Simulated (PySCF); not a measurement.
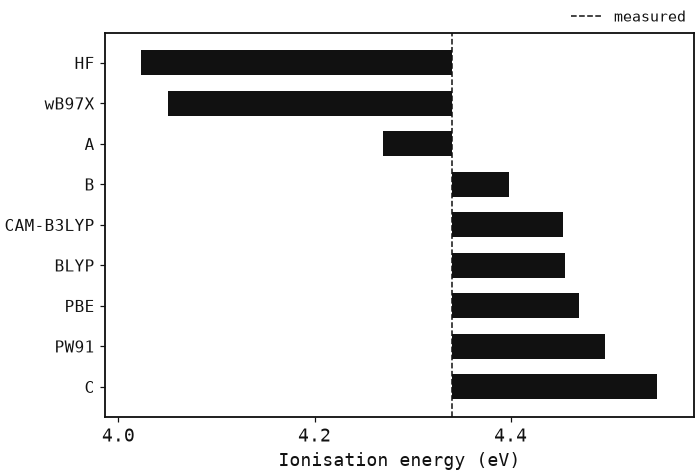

The ionisation energy of neutral potassium ([Ar] 4s → [Ar]) by several methods, in rising order. PySCF, aug-cc-pVQZ-X2C, spin-free X2C-1e, unrestricted single determinants, no spin-orbit coupling. The lettered entries are LDA, PBE0 and r2SCAN in some order.

**Which letter is which method?**

A is r2SCAN (4.270 eV); B is PBE0 (4.398 eV); C is LDA (4.550 eV). The values run from 4.023 eV (HF) to 4.550 eV (LDA). The measured value is 4.341 eV; nearest to it come PBE0 (+0.057) and r2SCAN (−0.071), furthest HF (−0.317 eV).
